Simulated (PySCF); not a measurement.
C7H8Cl (SMILES ClCC1=CC[CH+]C=C1) (charge +1)

```yaml
atoms:
  - { symbol: Cl, position_ang: [2.9054, -0.5916, 1.3333] }
  - { symbol: C, position_ang: [2.2786, -0.2562, -0.3305] }
  - { symbol: C, position_ang: [0.8091, -0.0418, -0.1839] }
  - { symbol: C, position_ang: [-0.0977, -1.0473, -0.4257] }
  - { symbol: C, position_ang: [-1.5266, -0.8605, -0.2089] }
  - { symbol: C, position_ang: [-1.9465, 0.4496, 0.2687] }
  - { symbol: C, position_ang: [-1.0268, 1.4353, 0.5084] }
  - { symbol: C, position_ang: [0.3315, 1.1931, 0.2918] }
  - { symbol: H, position_ang: [2.7928, 0.6309, -0.6972] }
  - { symbol: H, position_ang: [2.5156, -1.1186, -0.9504] }
  - { symbol: H, position_ang: [0.2409, -2.0111, -0.7797] }
  - { symbol: H, position_ang: [-1.8992, -1.6415, 0.4781] }
  - { symbol: H, position_ang: [-2.0900, -1.1346, -1.1176] }
  - { symbol: H, position_ang: [-3.0005, 0.6227, 0.4338] }
  - { symbol: H, position_ang: [-1.3413, 2.4034, 0.8689] }
  - { symbol: H, position_ang: [1.0471, 1.9771, 0.4996] }
```

Geometry: GFN2-xTB, NEB image 0 of 0 to 8.

Level of theory: PBE0/pcSseg-1, SCF density, gas phase, non-relativistic in PySCF 2.14.0.

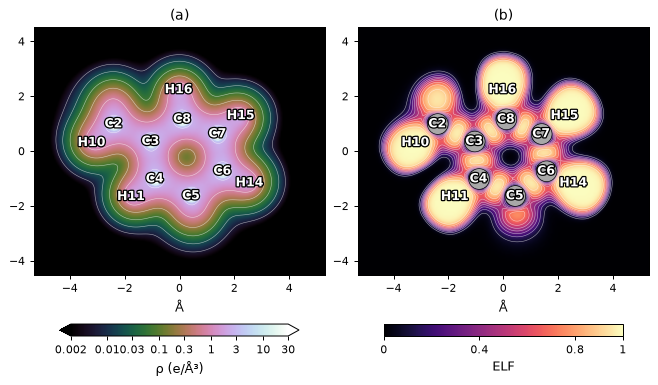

Figure 1. (a) electron density; (b) electron localisation function on the plane of atoms C3, C8 and C7. Grey discs cover the atomic cores in the ELF map.

Q: Describe what can be read from this map.

A: The section cuts through C and H sites. C–C (1.37 Å): ρ is about 2.2 e/Å³ halfway; the ELF peaks at about 0.95 between the atoms: localised, covalent bonding. C–H (1.08 Å): ρ at the midpoint is about 2.1 e/Å³; the ELF climbs to about 1 towards the hydrogen, as it does in any bond to H: an ordinary covalent bond to hydrogen. C–C (1.46 Å): the density is about 1.9 e/Å³ at the midpoint; the ELF peaks at about 0.95 between the atoms, as expected for localised, covalent bonding.

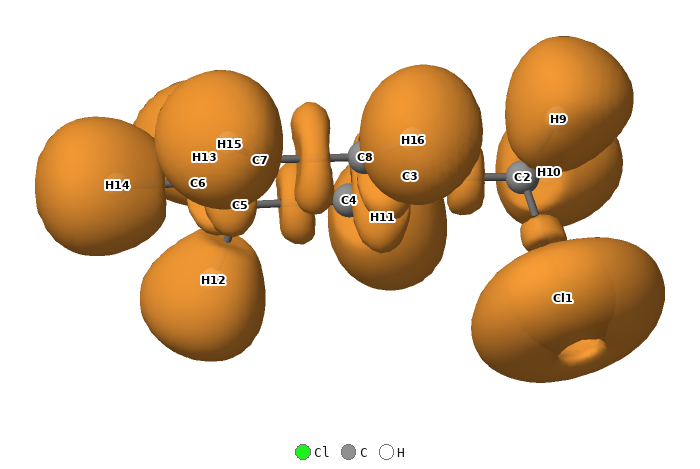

Figure 2. Isosurface of the electron localisation function at 0.8 (orange), seen from one side. Only the valence region is drawn (cores and ρ < 0.01 e/Å³ removed).

Q: Describe the localisation domains.

A: The ELF exceeds this value in seven regions between bonded C–C atoms (shared pairs), one region between bonded C–Cl atoms (shared pairs), eight regions around hydrogen nuclei and one ring or bowl of non-bonding electrons around Cl. Profiles from the grid: C–Cl (1.81 Å): the ELF peaks at about 0.90 between the atoms; localised, covalent bonding.
